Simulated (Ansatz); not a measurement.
**Geometry relaxation, with input and output: BH$_{2}$**

BH$_{2}$, multiplicity 2, computed with UKS B3LYP-D4/def2-SVP (Ansatz 0.2.0).

It belongs to a series of runs on one base structure; here: start relaxed. Figures and captions count atoms from 1; the log counts them from 0 in places.

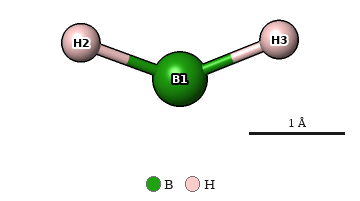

**Figure 1.** The starting structure (ball-and-stick view, seen at an oblique angle; atoms are numbered from 1 in the order of the input). Bond lengths as drawn: B–H 1.16 Å.

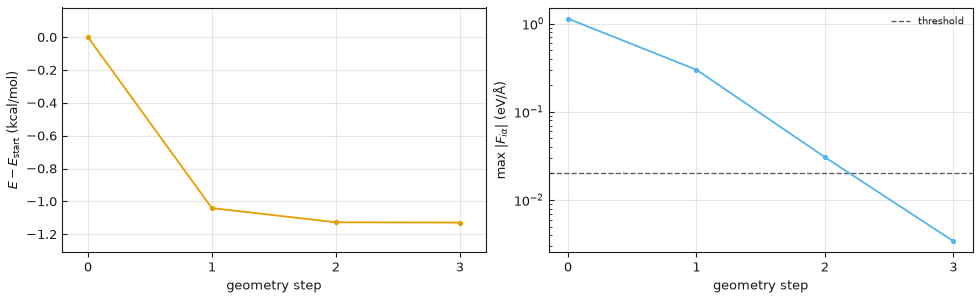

**Figure 2.** Progress of the relaxation, step by step (the first geometry is step 0 here and step 1 in the log).

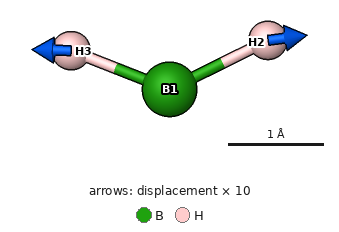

**Figure 3.** The starting structure with the displacements as blue arrows, magnified 10 times (ball-and-stick view, seen at a tilt). The two geometries are laid on each other by the best rigid fit. The largest moves after the best rigid fit, 0.043 Å, are those of H2 and H3. Largest moves by element: H 0.043 Å, B 0.007 Å. Among the contacts that change: B1–H2 1.159 → 1.203 Å. The energy falls by 1.13 kcal/mol in 3 geometry steps. The largest force component goes from 1.1 to 0.0034 eV/Å. (Atoms are counted from 1 in the order of the input.)

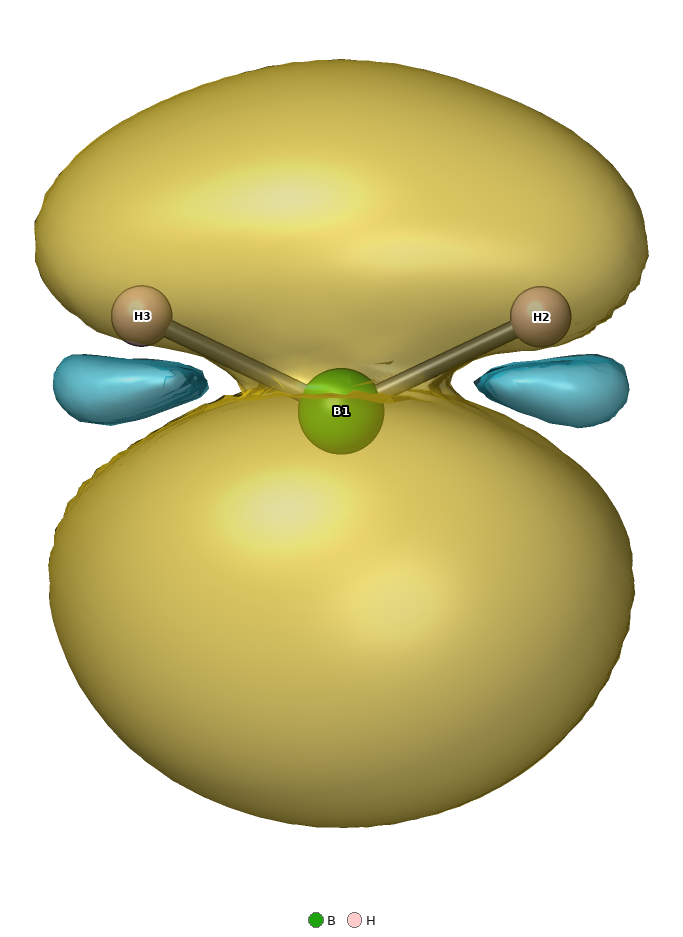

**Figure 4.** Isosurfaces of the spin density at +0.006 (yellow) and −0.006 e/Å³ (cyan), seen face on. The unpaired spin (1 electron) lies mostly on B1 (about 0.9), in electrons by Hirshfeld's partition.

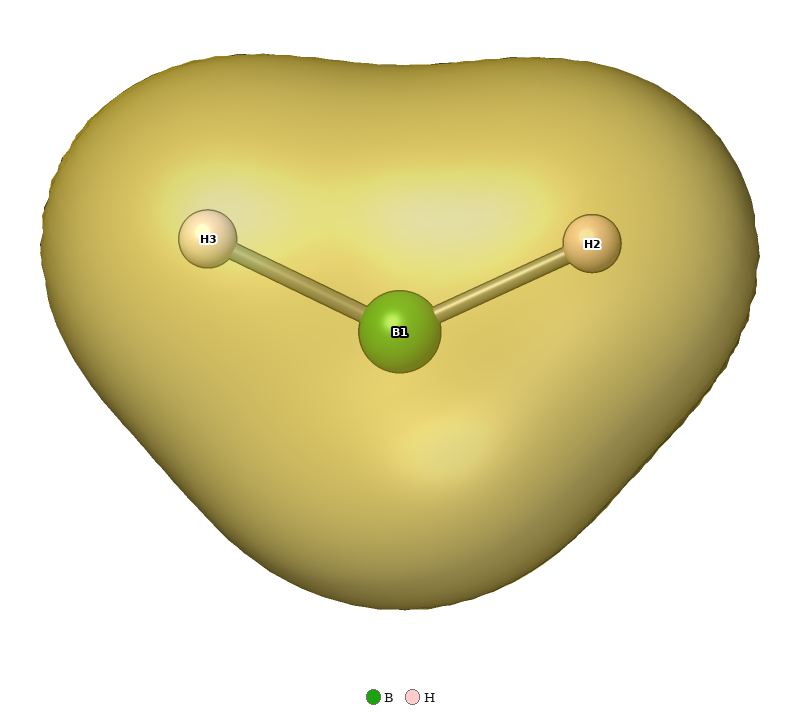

**Figure 5.** Isosurface of the total electron density at 0.05 e/Å³ (yellow), seen at a tilt. At this value the surface is in one piece. On the grid the lowest density along these lines, outside the cores, is 1.2 e/Å³ (B–H, 1.20 Å).

The input that produced these results follows, with the program's output.

**Input**
```yaml
crystal:
  periodic: [false, false, false]
  atoms:
    - { symbol: B, position_ang: [0.26284, -0.16623, 0.12864] }
    - { symbol: H, position_ang: [0.28002, 0.98532, 0.26098] }
    - { symbol: H, position_ang: [-0.54286, -0.81909, -0.38963] }
magnetization:
  spin_polarized: true
  initial_magnetization: 1
basis:
  gaussian: { orbitals: def2-SVP }
hamiltonian:
  xc: b3lyp
  dispersion: d4
relax:
  f_tol: 0.02
  max_steps: 40
output:
  orbitals: {}
```

Run as:
```bash
ansatz run input.yaml --threads 1 --pin off --max-ram 2048MiB --backend cpu --events-out ev --progress --plain --runs-dir out
```

**What the program printed**
```
The last accepted step is kept in [file] (removed where the run ends without a failure and the disk answers)
Engine: ansatz 0.2.0, aarch64-unknown-linux-gnu
Functional definition: B3LYP
  parameter a0 = 0.2
  parameter ax = 0.72
  parameter ac = 0.81
  exchange = (1 - a0 - ax)*slater_x + ax*b88_x + a0*exact_x
  correlation = (1 - ac)*vwn_rpa_c + ac*lyp_c
271 factors; integrals over basis functions are off by at most 4.4e-4 eV
mean field evaluation 1: about -704.7222 eV, gradient 6.7e0 eV
mean field evaluation 2: about -705.0568 eV, gradient 2.8e0 eV
mean field evaluation 4: about -705.1238 eV, gradient 8.6e-2 eV
mean field evaluation 8: about -705.1214 eV, gradient 4.7e-4 eV
mean field evaluation 16: about -705.1214 eV, gradient 6.9e-6 eV
mean field -705.12143706 eV, -25.9127348637 hartree, gradient 6.9e-6 eV, S^2 0.751075; 1 other end points of the search recorded, 0 dependent functions left out
the calculation of the forces begins
reference -705.12160746 eV, -25.9127411255 hartree; 4, 3 occupied and 20, 21 virtual orbitals, 271 factors
relax step   1: F+E_penalty+E_count = -705.13982762 eV  Δ(F+E_penalty+E_count) = +0.000e0 eV  max|allowed force component| = 1.143e0 eV/Å  Δτ_max = 0.0000 Å  (28 SCF iters, accepted)
these checks for a lower state are left out or cut short: starts, cluster_reference, orbital_swaps, neighbouring_geometries, increment
271 factors; integrals over basis functions are off by at most 5.1e-4 eV
mean field -705.16655661 eV, -25.9143929763 hartree, gradient 5.7e-5 eV, S^2 0.751103; 0 other end points of the search recorded, 0 dependent functions left out
the calculation of the forces begins
reference -705.16672582 eV, -25.9143991949 hartree; 4, 3 occupied and 20, 21 virtual orbitals, 271 factors
relax step   2: F+E_penalty+E_count = -705.18496356 eV  Δ(F+E_penalty+E_count) = -4.514e-2 eV  max|allowed force component| = 3.009e-1 eV/Å  Δτ_max = 0.0338 Å  (23 SCF iters, accepted)
these checks for a lower state are left out or cut short: starts, cluster_reference, orbital_swaps, neighbouring_geometries, increment
271 factors; integrals over basis functions are off by at most 5.4e-4 eV
mean field -705.17029438 eV, -25.9145303370 hartree, gradient 5.1e-5 eV, S^2 0.751096; 0 other end points of the search recorded, 0 dependent functions left out
the calculation of the forces begins
reference -705.17046379 eV, -25.9145365626 hartree; 4, 3 occupied and 20, 21 virtual orbitals, 271 factors
relax step   3: F+E_penalty+E_count = -705.18871597 eV  Δ(F+E_penalty+E_count) = -3.752e-3 eV  max|allowed force component| = 3.069e-2 eV/Å  Δτ_max = 0.0098 Å  (23 SCF iters, accepted)
these checks for a lower state are left out or cut short: starts, cluster_reference, orbital_swaps, neighbouring_geometries, increment
271 factors; integrals over basis functions are off by at most 5.4e-4 eV
mean field evaluation 32: about -705.1704 eV, gradient 7.5e-5 eV
mean field -705.17035995 eV, -25.9145327463 hartree, gradient 1.6e-5 eV, S^2 0.751089; 0 other end points of the search recorded, 0 dependent functions left out
the calculation of the forces begins
reference -705.17052961 eV, -25.9145389813 hartree; 4, 3 occupied and 20, 21 virtual orbitals, 271 factors
relax step   4: F+E_penalty+E_count = -705.18878497 eV  Δ(F+E_penalty+E_count) = -6.900e-5 eV  max|allowed force component| = 3.419e-3 eV/Å  Δτ_max = 0.0023 Å  (21 SCF iters, accepted)
271 factors; integrals over basis functions are off by at most 5.4e-4 eV
mean field -705.17035995 eV, -25.9145327463 hartree, gradient 1.6e-5 eV, S^2 0.751089; 2 other end points of the search recorded, 0 dependent functions left out
the calculation of the forces begins
reference -705.17052961 eV, -25.9145389813 hartree; 4, 3 occupied and 20, 21 virtual orbitals, 271 factors
Total energy: -705.18895463 eV, -25.9152160885 hartree
Atom 0 at     0.268621    -0.169904     0.131467 Å, force     0.003419    -0.002159     0.001674 eV/Å
Atom 1 at     0.294012     1.024186     0.272916 Å, force    -0.002335    -0.000293    -0.001331 eV/Å
Atom 2 at    -0.562633    -0.854282    -0.404393 Å, force    -0.001085     0.002452    -0.000343 eV/Å
Dipole moment:    -0.082438     0.052143    -0.040348 e Å
```

**Trajectory as extended XYZ (Å, eV, eV/Å), 4 frames, from step=1 to step=4**
```
3
Properties=species:S:1:pos:R:3:forces:R:3 step=1 energy=-705.13983
B     0.2628   -0.1662    0.1286    0.6851  -0.4347   0.3351
H     0.2800    0.9853    0.2610    0.0794   1.1433   0.1661
H    -0.5429   -0.8191   -0.3896   -0.7645  -0.7086  -0.5013
3
Properties=species:S:1:pos:R:3:forces:R:3 step=2 energy=-705.18496
B     0.2633   -0.1665    0.1288    0.2106  -0.1335   0.1030
H     0.2931    1.0146    0.2714    0.0014   0.3009   0.0329
H    -0.5564   -0.8481   -0.4002   -0.2120  -0.1674  -0.1359
3
Properties=species:S:1:pos:R:3:forces:R:3 step=3 energy=-705.18872
B     0.2668   -0.1688    0.1306    0.0307  -0.0194   0.0150
H     0.2951    1.0240    0.2735   -0.0099   0.0217  -0.0032
H    -0.5619   -0.8552   -0.4041   -0.0208  -0.0023  -0.0118
3
Properties=species:S:1:pos:R:3:forces:R:3 step=4 energy=-705.18879
B     0.2686   -0.1699    0.1315    0.0034  -0.0022   0.0017
H     0.2940    1.0242    0.2729   -0.0023  -0.0003  -0.0013
H    -0.5626   -0.8543   -0.4044   -0.0011   0.0025  -0.0003
```

**Key numbers**

- outcome: converged
- total energy: −705.1890 eV
- mean-field energy: −705.1705 eV
- ⟨S²⟩: 0.751
- largest force (length of the vector) at the end: 0.004 eV/Å
- hardware: 1 thread of Arm Neoverse V1, 24 GiB of memory available, shared host
- wall time: 2.4 s
- peak memory: 0.08 GiB
